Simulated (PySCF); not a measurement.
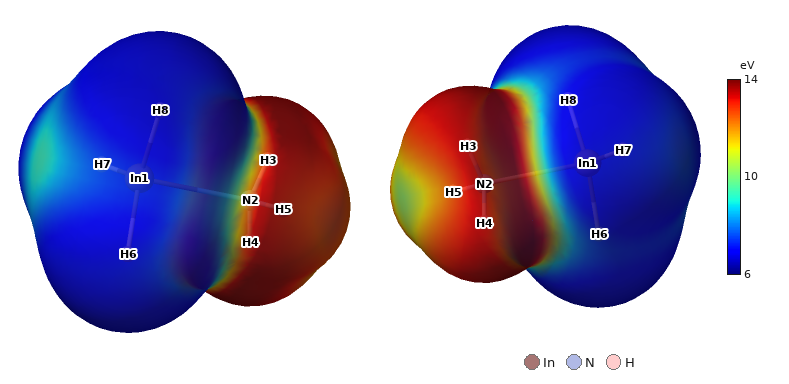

Figure. In(NH3)H3 (H₆InN). Average local ionisation energy on the surface of electron density 0.001 a.u. (back view left, front view right).

Level of theory: BP86/def2-SVP (PySCF), at a geometry from GFN2-xTB. Core potentials replace the inner electrons of In; spin–orbit coupling isn't included. No frequency check shows the geometry to be a minimum. GFN2-xTB bond lengths at metals and heavier atoms can be off by up to 0.1 Å and shapes distorted, which carries into these values.

The calculation's input:

```python
import numpy as np
from pyscf import gto, scf, dft
from pyscf.scf import atom_ks, atom_hf
from scipy.linalg import block_diag

def solve(mol, dm0=None, hcore=None):
    mf = (dft.UKS if mol.spin else dft.RKS)(mol, xc='bp86')
    mf.grids.level = 3
    mf = mf.density_fit(auxbasis='def2-universal-jkfit')
    mf.conv_tol, mf.max_cycle = 1e-8, 80
    if hcore is not None:
        mf.get_hcore = lambda *args: hcore
    mf.kernel(dm0)
    if not mf.converged:
        mf = mf.newton().run(mf.mo_coeff, mf.mo_occ, max_cycle=30)
    assert mf.converged, 'SCF not converged'
    return mf

mol = gto.M(atom='''
In    -0.38891     0.00000     0.00000
N      1.97572     0.00018     0.00000
H      2.33692     0.45747     0.83379
H      2.33693     0.49261    -0.81350
H      2.33666    -0.95156    -0.02029
H     -0.59478    -0.76809    -1.48931
H     -0.59433     1.67389     0.07941
H     -0.59481    -0.90565     1.40987
''', basis='def2-svp', ecp={'In': 'def2-svp'}, charge=0, spin=0, verbose=4)
mf = solve(mol)
mf.analyze()
# spherically averaged free atoms, for the promolecule
atom_ks.AtomSphAverageRKS.init_guess_by_vsap = lambda self, mol=None: self.init_guess_by_minao(mol)  # core potentials
atm = atom_ks.get_atm_nrks(mol, xc='bp86')
pro = block_diag(*[(atm[a[0]][2] * atm[a[0]][3]) @ atm[a[0]][2].T for a in mol._atom])
np.savez('result.npz', e=mf.e_tot, c=mf.mo_coeff, occ=mf.mo_occ, eps=mf.mo_energy, pro=pro, dip=mf.dip_moment(verbose=0), s2=mf.spin_square()[0])
```

Run with:

```sh
OMP_NUM_THREADS=1 python input.py
```

The run took 21 s on 1 thread of Intel(R) Xeon(R) Processor @ 2.50GHz (Skylake/Cascade Lake), with other jobs on the host, peak memory 0.3 GiB.

Partitions, critical points and surface values were worked out afterwards from this run's density.

Where are the most loosely bound electrons on this surface?

Answer. The lowest value is 6.5 eV, 1.5 Å from H7, and at like points elsewhere. Further minima include 10.1 eV, near H5 (1.71 Å), H3 (1.78 Å), N2 (1.87 Å) and H4 (1.88 Å). For comparison, the highest occupied orbital lies at −6.1 eV.
